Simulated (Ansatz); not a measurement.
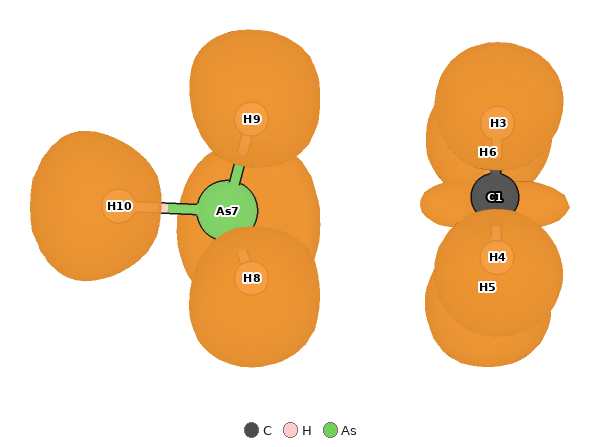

C₂H₄···AsH₃ (SMILES C=C.[AsH3]). Isosurface of the ELF at 0.85 (orange), seen from one side. Only the valence region is drawn (cores and ρ < 0.01 e/Å³ removed).

Geometry: PBE0-D4/def2-TZVP.

These are results of RKS PBE0-D4/def2-TZVPPD in Ansatz, not measurements.

```yaml
atoms:
  - { symbol: C, position_ang: [0.3639, 0.4641, -1.5700] }
  - { symbol: C, position_ang: [-0.4938, -0.5392, -1.4708] }
  - { symbol: H, position_ang: [0.0319, 1.4963, -1.6005] }
  - { symbol: H, position_ang: [1.4340, 0.2954, -1.6242] }
  - { symbol: H, position_ang: [-0.1625, -1.5715, -1.4401] }
  - { symbol: H, position_ang: [-1.5639, -0.3714, -1.4161] }
  - { symbol: As, position_ang: [-0.2944, -0.4005, 2.0875] }
  - { symbol: H, position_ang: [1.1799, -0.3470, 1.7213] }
  - { symbol: H, position_ang: [-0.4913, 1.0707, 1.7597] }
  - { symbol: H, position_ang: [-0.0037, -0.0969, 3.5534] }
```

Where are the electrons localised?

Answer. The ELF exceeds this value in one region between bonded C–C atoms (shared pairs), seven regions around hydrogen nuclei and one lobe on As, pointing away from the bonds (lone pairs). Along the contacts the grid gives the following. C2···As7 (3.57 Å): the ELF dips to about 0.05 between them (a non-bonded, intermolecular contact). C–C (1.32 Å): the ELF peaks at about 0.95 between the atoms; a multiple bond.
